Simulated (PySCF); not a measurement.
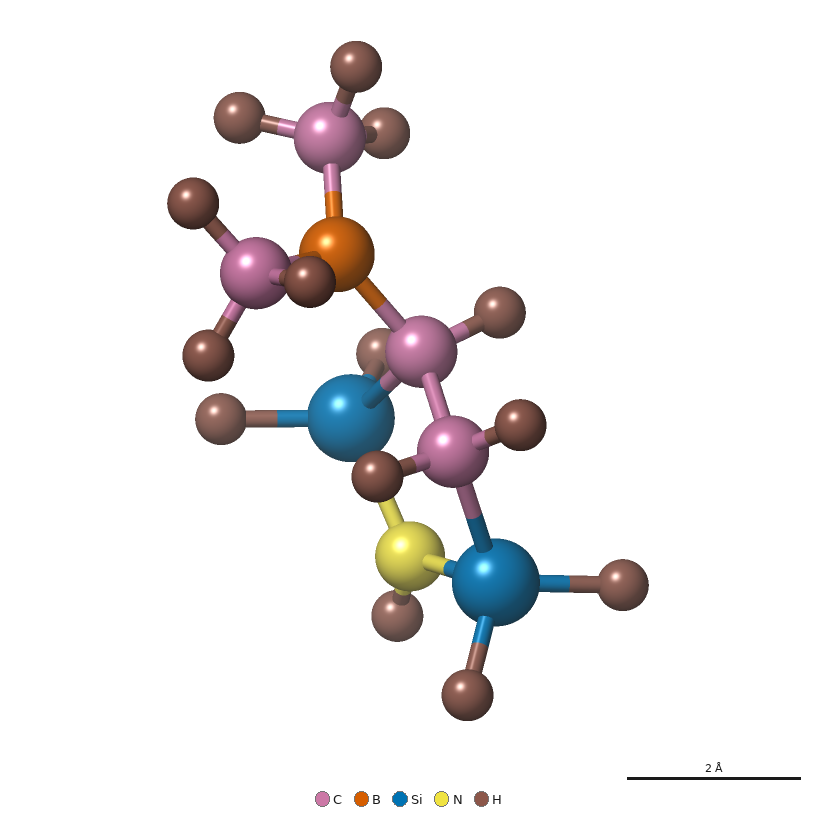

Every bond is drawn as one stick, whatever its order.

> What is the molecular formula?

C4H14BNSi2, 22 atoms: 4 carbon, 14 hydrogen, 1 boron, 1 nitrogen and 2 silicon.

> What is its SMILES?

CB(C)[C@H]1C[SiH2]N[SiH2]1

> Describe its rings.

Independent rings (smallest set): 1 of 5 members.

> Which point group does it belong to?

C1.

> Name some functional groups or characteristic bonds that it holds.

Among them: Si–H bond, Si–N bond.

The parts below concern this one geometry. Atoms keep their numbers from picture to picture. The geometry was computed by an optimisation with PBE0-D3(BJ)/def2-SVP. No frequency run is at hand to confirm it as a minimum.

Geometry

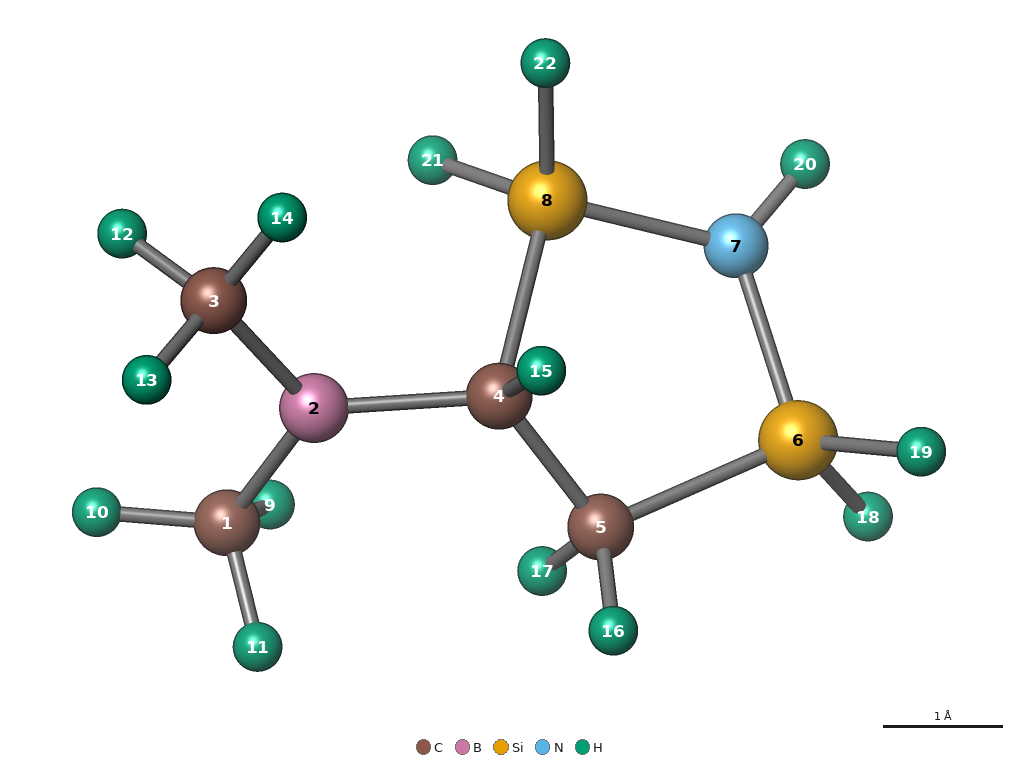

The atoms are numbered. No frequency run is at hand to confirm it as a minimum.

Estimate the angles C1–B2–C4, B2–C1–H9, B2–C3–H12, B2–C3–H13, B2–C4–Si8, B2–C4–H15, C3–B2–C4, C4–Si8–N7, C4–Si8–H21, C4–Si8–H22, C5–Si6–N7, Si8–N7–H20.

```
     angle  degrees
  C1–B2–C4    120.5
  B2–C1–H9    111.0
 B2–C3–H12    111.0
 B2–C3–H13    107.9
 B2–C4–Si8    105.4
 B2–C4–H15    109.8
  C3–B2–C4    119.6
 C4–Si8–N7     99.4
C4–Si8–H21    113.1
C4–Si8–H22    111.8
 C5–Si6–N7     98.4
Si8–N7–H20    122.2
```

Electronic properties

No frequency run is at hand to confirm it as a minimum. Properties computed with CAM-B3LYP/pcSseg-1, gas phase (PySCF 2.14.0).

Computed properties:

- dipole moment: 0.20 D
- HOMO energy (Kohn–Sham orbital): −8.57 eV
- LUMO energy (Kohn–Sham orbital): 0.86 eV
- HOMO–LUMO gap: 9.42 eV

Ring current

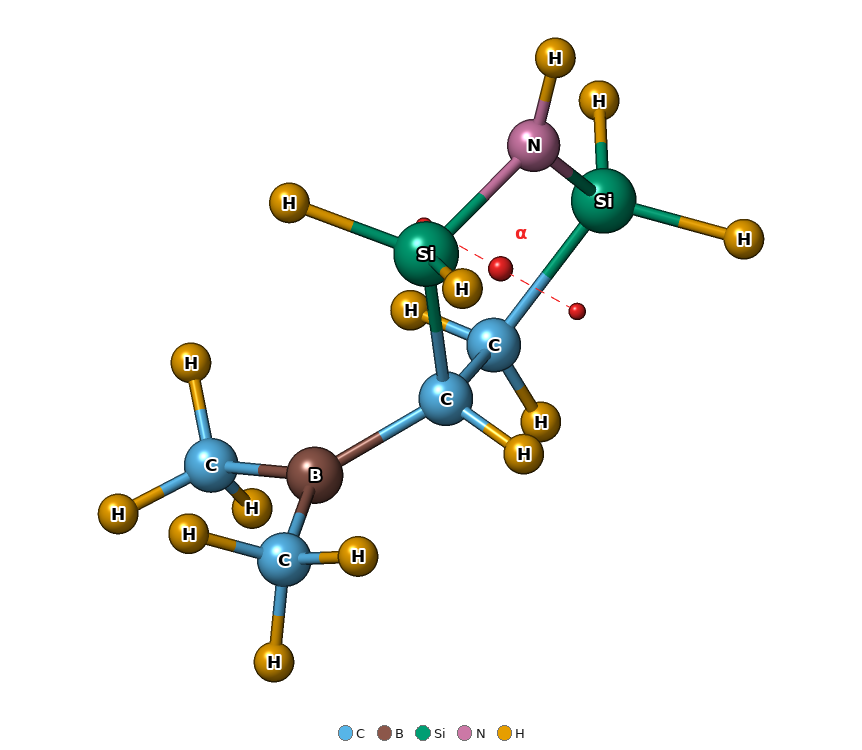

The small points mark where nucleus-independent chemical shifts (NICS) were computed: at the centre of each lettered ring and 1 Å above and below it. No frequency run is at hand to confirm it as a minimum. Level of theory: GIAO CAM-B3LYP/pcSseg-1 NMR shielding, non-relativistic, gas phase (PySCF 2.14.0).

Give NICS(0), NICS(1) and the out-of-plane component NICS(1)zz for each ring (means of the two sides).

```
ring  members  NICS(0)  NICS(1)  NICS(1)zz
   α   C2NSi2     −5.4     −2.9       −1.1
```

Values in ppm.

> What do the values say about the ring currents?

Ring α: weak, as in a non-aromatic ring. NICS is one index among several.

Quadrupole coupling

No frequency run is at hand to confirm it as a minimum. Electric field gradients from the ground-state density, PBE0/pcSseg-1 in benzene (IEF-PCM) (PySCF 2.14.0), non-relativistic apart from any core potentials.

Give the largest field-gradient component, the quadrupole coupling constant and the asymmetry for 11B at B2 (Q = 40.59 mb), 14N at N7 (Q = 20.44 mb), 2H at H9 (Q = 2.86 mb), 2H at H10 (Q = 2.86 mb).

```tsv
atom	V_zz (a.u.)	e²qQ/h (MHz)	η
B2	0.561	5.35	0.02
N7	−0.759	−3.65	0.36
H9	0.295	0.198	0.03
H10	0.300	0.201	0.02
```
